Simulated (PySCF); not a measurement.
Molecule: SMILES [CH3][Zn][N](C)C. Atoms near the plane z = 0.0 Å, at the CAM-B3LYP/def2-SVP optimised geometry (x, y, z in Å): Zn1 (-0.5, 0.0, 0.0), C2 (-2.4, 0.0, 0.0), H3 (-2.8, -1.0, -0.3), H4 (-2.8, 0.8, -0.7), H5 (-2.8, 0.2, 1.0), N6 (1.3, 0.0, 0.0), C7 (2.1, 0.8, -0.9), C8 (2.1, -0.8, 0.9), H9 (2.8, 1.5, -0.4), H12 (2.8, -1.5, 0.4).

Computed with CAM-B3LYP/def2-TZVP (PySCF). Cells within 0.4 Å of a nucleus heavier than hydrogen are left out (blank, or x). The values are rescaled to run from 0 to 1.

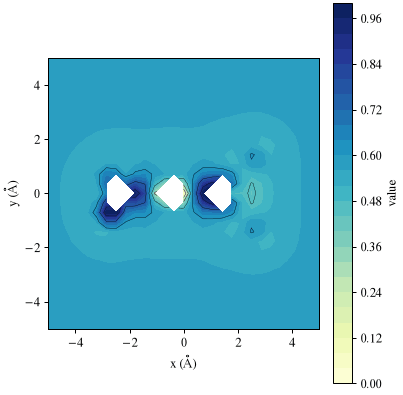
a field on the plane z = 0.0 Å.

Which quantity is mapped?
A) deformation density (molecule minus spherical neutral atoms)
B) electrostatic potential
C) log10 of the electron density
D) Laplacian of the electron density

A, deformation density (molecule minus spherical neutral atoms). In full: deformation density (molecule minus spherical neutral atoms) (e/bohr³).
